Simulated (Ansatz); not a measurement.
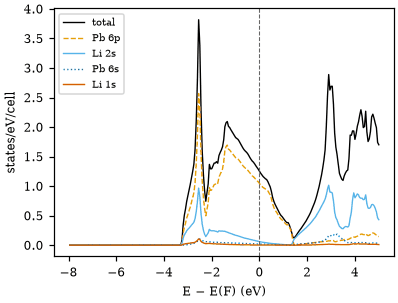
Total and projected density of states of Li3Pb in space group Fm-3m (No. 225; Pb on 4a, Li on 4b, Li on 8c), the program Ansatz at the LDA level (PAW)

### Question
Which orbitals carry the states next to the Fermi level?

### Answer
Within 0.5 eV of the Fermi level: Pb 6p 84 %, Li 2s 5 %, outside the projected shells 10 %. Projections are on Löwdin-orthogonalised atomic valence shells; empty p or d shells of many metals are not among them.

### Question
Where is the tallest occupied peak in this window, and what makes it?

### Answer
Near -2.5 eV, about 3.8 states/eV per cell; the largest projected share is Pb 6p.

The workflow started from an entry of the Crystallography Open Database (COD). Its standing as an ambient phase is unchecked. The cell was relaxed with LDA under the symmetry of its start; of distortions, only those at the zone centre were tested. Scalar-relativistic: spin–orbit coupling is off unless named, which matters more the heavier the elements.

Potentials: the later of the program's two PAW sets.
